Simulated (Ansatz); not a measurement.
Start from CdO in the rock salt structure (space group Fm-3m, No. 225; a = 4.768 Å).

Structures relaxed with PBE in Ansatz (plane waves to 420 eV, PAW, without spin-orbit coupling), earlier PAW set.

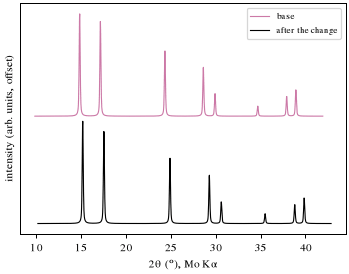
*Simulated powder patterns before (top) and after one change*

**Question.** Which of these changes matches the shifts?
A) pressure 10 GPa
B) pressure 5 GPa
C) pressure −2 GPa
D) pressure 0.3 GPa

**Answer.** A, pressure 10 GPa. Its volume per atom is 12.67 Å³ against 13.55 Å³, and its space group is Fm-3m (No. 225).

A case with no gap was solved on a k-mesh chosen for an insulator, which is coarse for it. Load acts through the strain it causes; cell and atoms are relaxed under it. Whether these cells are dynamically stable was not tested. Competing high-pressure phases were not computed. The final runs are not spin-polarised.

Ansatz is an electronic-structure program.
